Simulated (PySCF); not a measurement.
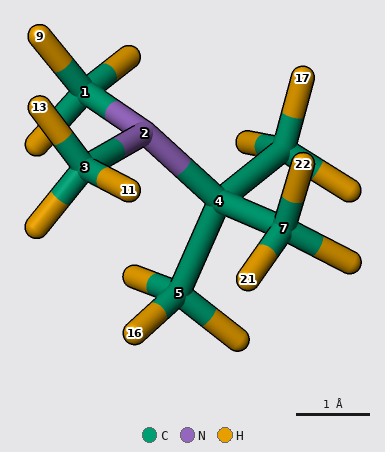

C₆H₁₅N, before the relaxation. The picture is a stick view, seen from a free direction.

The start comes from GFN2-xTB.

These are results of PySCF, PBE0-D3(BJ)/def2-SVP geometry optimisation, gas phase, not measurements.

```xyz
22

C     1.3256   -1.2252    0.8380
N     0.9070    0.0638    0.3260
C     1.7819    0.4591   -0.7591
C    -0.5321    0.1981    0.0561
C    -1.0458   -0.7218   -1.0656
C    -1.3063   -0.1108    1.3464
C    -0.8276    1.6573   -0.3226
H     0.7645   -1.4823    1.7311
H     2.3776   -1.1525    1.1159
H     1.2262   -2.0421    0.1069
H     1.5635    1.4742   -1.0763
H     1.7267   -0.2073   -1.6338
H     2.8077    0.4395   -0.3894
H    -0.8845   -1.7679   -0.8159
H    -2.1123   -0.5661   -1.2055
H    -0.5441   -0.5067   -2.0061
H    -0.8436    0.3997    2.1867
H    -1.3358   -1.1774    1.5515
H    -2.3325    0.2346    1.2516
H    -1.8970    1.8433   -0.2654
H    -0.5090    1.8815   -1.3369
H    -0.3205    2.3284    0.3656
```

Q: What does the optimiser find from here?

A: The energy falls by 5.57 kJ/mol in 3 geometry steps. Largest force component: 0.64 eV/Å at the start, 0.015 eV/Å at the end. The largest moves after the best rigid fit, 0.073 Å, are those of H18 and H21. Largest moves by element: H 0.073 Å, N 0.026 Å, C 0.011 Å. Among the contacts that change: C1–H10 1.101 → 1.113 Å, C1–H8 1.086 → 1.097 Å, C1–N2 1.449 → 1.442 Å, N2–C4 1.470 → 1.476 Å.

Final geometry:

```xyz
22

C     1.3231   -1.2305    0.8336
N     0.9081    0.0457    0.3072
C     1.7804    0.4570   -0.7645
C    -0.5381    0.2011    0.0574
C    -1.0516   -0.7185   -1.0622
C    -1.3023   -0.1015    1.3507
C    -0.8254    1.6599   -0.3137
H     0.7568   -1.4955    1.7355
H     2.3834   -1.1722    1.1252
H     1.2324   -2.0751    0.1139
H     1.5649    1.4840   -1.0858
H     1.7407   -0.1970   -1.6645
H     2.8217    0.4441   -0.4063
H    -0.8905   -1.7796   -0.8180
H    -2.1317   -0.5753   -1.2181
H    -0.5488   -0.5091   -2.0187
H    -0.8666    0.4635    2.1884
H    -1.2888   -1.1705    1.6067
H    -2.3567    0.1911    1.2429
H    -1.9098    1.8414   -0.3162
H    -0.4521    1.9212   -1.3142
H    -0.3596    2.3352    0.4198
```

After the run, drawn alike:

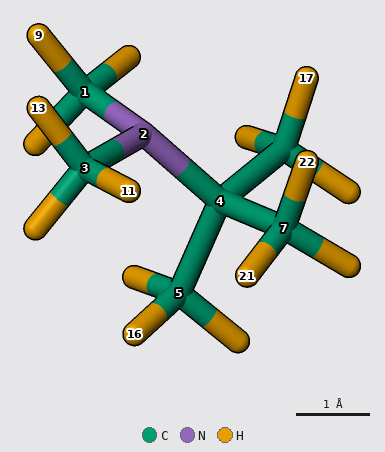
